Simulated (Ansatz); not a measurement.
Reaction (SMILES): [GeH3] (GeH3) → [GeH3-] (an electron is taken up)
B3LYP-D3(BJ)/def2-TZVP geometries, fixed; electronic energies without zero-point terms; positive where energy is released.

Basis-set convergence of the adiabatic electron affinity at r2SCAN with Ansatz (an electronic-structure program). Cartesian d functions, on some or all atoms, in 6-31G; all else is spherical. The program fits the integrals of some runs and decomposes those of others, by size. Open shells are unrestricted. No added dispersion term, no relativity. Functions are those of the species that has most. Reference: the value in aug-cc-pV5Z, 1.460 eV, itself unsure by roughly 0.008 eV (its mean distance from aug-pcseg-3, aug-cc-pVQZ, def2-QZVPPD). Deviations are taken from unrounded values.

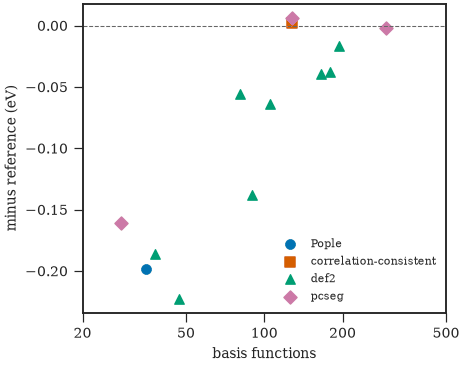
Fig. 1. Deviation from the reference against the number of basis functions, by family of sets.

```csv
basis,functions,adiabatic electron affinity (eV),minus reference (eV)
pcseg-0,28,1.299,-0.161
6-31G,35,1.262,-0.199
def2-SV(P),38,1.274,-0.186
def2-SVP,47,1.238,-0.223
def2-TZVPD,81,1.405,-0.055
def2-TZVPP,90,1.322,-0.138
def2-TZVPPD,105,1.397,-0.064
aug-cc-pVTZ,128,1.463,0.002
aug-pcseg-2,128,1.467,0.006
def2-QZVP,165,1.421,-0.039
def2-QZVPP,179,1.423,-0.038
def2-QZVPPD,194,1.443,-0.017
pcseg-4,294,1.459,-0.002
```
